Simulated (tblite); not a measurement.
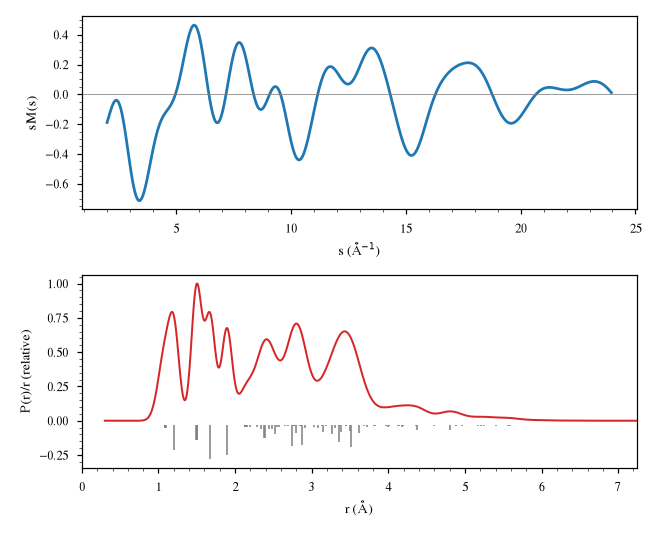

Simulated gas electron diffraction: reduced molecular intensity sM(s) from the Debye equation in the first Born approximation (top) and the radial distribution curve (bottom) of C5H9OP. Each pair of atoms contributes with weight ZᵢZⱼ/r (bars below the curve); damping constant 0.001 Å²; vibrational amplitudes assumed, not computed: 0.05 Å for bonds, 0.078 Å for bonds to H, 0.06 + 0.015 r up to 0.15 Å for other pairs. The geometry is the end point of an optimisation (tblite 0.8.0, GFN2-xTB geometry optimisation, gas phase); it may be a saddle point or a higher isomer.

> Which pairs of atoms lie under the first 8 clear peaks? Mark bonded pairs by – and others by ···.

Peak 1, 1.18 Å: C–H 1.08–1.09 Å (×9), O–C 1.21 Å, not resolved
Peak 2, 1.50 Å: C–C 1.49–1.51 Å (×3)
Peak 3, 1.66 Å: P–C 1.67 Å
Peak 4, 1.89 Å: P–C 1.89 Å
Peak 5, 2.41 Å: O···H 2.28–2.58 Å (×3), P···H 2.33–2.48 Å (×3), O···C 2.38–2.39 Å (×2), C···C 2.53 Å, not resolved; in its flanks C···H 2.13–2.16 Å
Peak 6, 2.80 Å: C···H 2.66–2.86 Å (×7), P···C 2.75–2.87 Å (×2), C···C 2.80 Å, not resolved
Peak 7, 3.43 Å: O···C 3.27–3.62 Å (×2), P···C 3.36 Å, C···C 3.39–3.50 Å (×2), P···O 3.52 Å, not resolved
Peak 8, 4.25 Å: P···H 3.99–4.18 Å (×2), C···H 4.01–4.37 Å (×7), C···C 4.38 Å, not resolved
